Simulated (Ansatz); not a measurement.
The compound is K2CuF4 (I4/mmm).

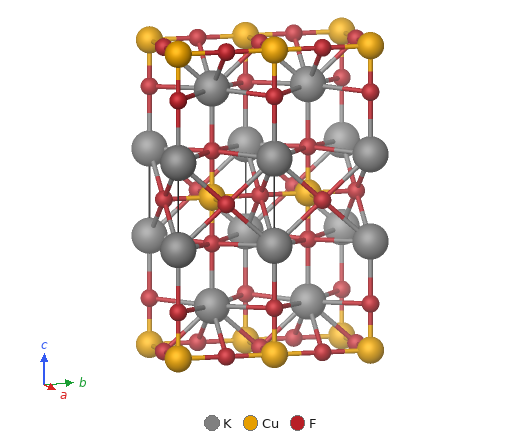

The structure (potassium grey, copper orange, fluorine red). 1×2×1 conventional cells are drawn. Some periodic images of atoms are drawn too.

```cif
data_structure
_symmetry_space_group_name_H-M 'P 1'
_symmetry_Int_Tables_number 1
_cell_length_a 7.0080
_cell_length_b 7.0080
_cell_length_c 7.0080
_cell_angle_alpha 145.580
_cell_angle_beta 145.580
_cell_angle_gamma 49.471
_cell_volume 109.46
loop_
_atom_site_label
_atom_site_type_symbol
_atom_site_fract_x
_atom_site_fract_y
_atom_site_fract_z
_atom_site_occupancy
K1 K 0.35690 0.35690 0.00000 1
K2 K 0.64310 0.64310 0.00000 1
Cu3 Cu 0.00000 0.00000 0.00000 1
F4 F 0.00000 0.50000 0.50000 1
F5 F 0.50000 0.00000 0.50000 1
F6 F 0.15230 0.15230 0.00000 1
F7 F 0.84770 0.84770 0.00000 1
```

The cell and positions come from the Crystallography Open Database and are kept as given unless a step says otherwise. The program's search for lower electronic states was switched off, so nothing shows that the state found is the lowest. PAW set soft_2, made with PBE.

A constrained-RPA run (Ansatz 0.2.0; non-magnetic LDA; Cu d, bands v5 to v1, 6×6×6 mesh, medium accuracy) builds 5 functions on bands 2.2 eV wide, with 9.0 electrons in the window. The bare on-site interaction is 21.8 eV and the bare J 0.71 eV.

Question: Estimate U, U′ and J.

On the Cu d shell, U = 7.93 eV (36 % of the bare value), U′ = 6.71 eV, J = 0.59 eV.

The parent state is non-magnetic and the interaction static (zero frequency); U depends on the window and the orbitals, so it belongs to this model alone.

[Paths, hosts, dates, memory and timing lines, banners, echoed tables and standing remarks are left out of the program output.]

[Logs are printed without paths, hosts, clocks, repeated set-up lines and the standing remarks that a program may print on its own settings, such as how far it seeks lower states.]

[Runs of the session that timed out or met a known fault of the program may be left out.]

[Hosts, paths, dates, database ids (printed as entryN), source tags and the programs' standing remarks are cut or masked in the printed files.]
